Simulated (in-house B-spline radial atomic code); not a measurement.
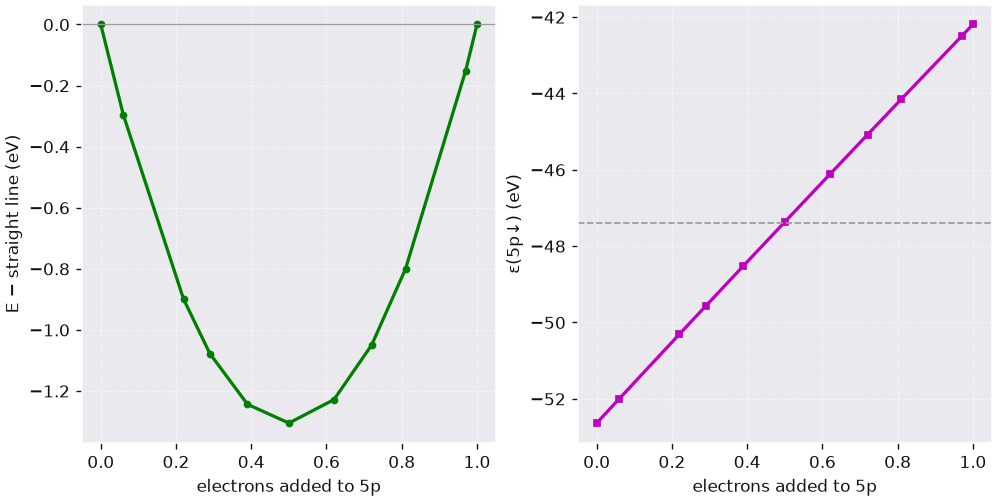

Computed with an in-house B-spline radial code: scalar-relativistic (spin-free one-electron X2C) B3LYP, spin-polarised, spherical fractional occupations, Fermi nucleus, basis-set limit. The occupation of the 5p shell is varied from Ba⁴⁺ ([Kr] 4d10 5s2 5p4 (high spin)) to Ba³⁺ ([Kr] 4d10 5s2 5p5 (high spin)), with spherical fractional occupations. The plot shows the total energy less the straight line between the end points, and the eigenvalue of 5p↓ (the dashed line is minus the energy to take the whole electron out).

### What does the shape say about the method?

The curve is convex (below the straight line), with the largest deviation among the points computed, −1.31 eV, at 0.5. The end points differ by 47.4 eV, the energy to take the electron out. The eigenvalue, which is the slope of the energy (Janak's theorem), moves from −52.6 eV at 0 to −42.2 eV at 1; for a straight line it would stay constant, and a parabola would sag by an eighth of this change, scaled to a whole electron, 1.31 eV. Convexity is the mark of the delocalisation error, which puts fractional charges too low; for p, d and f shells the spherical spreading of the fraction adds to it. Exact exchange at spherical fractional occupations leaves self-interaction in partly filled shells, which adds to the curvature.
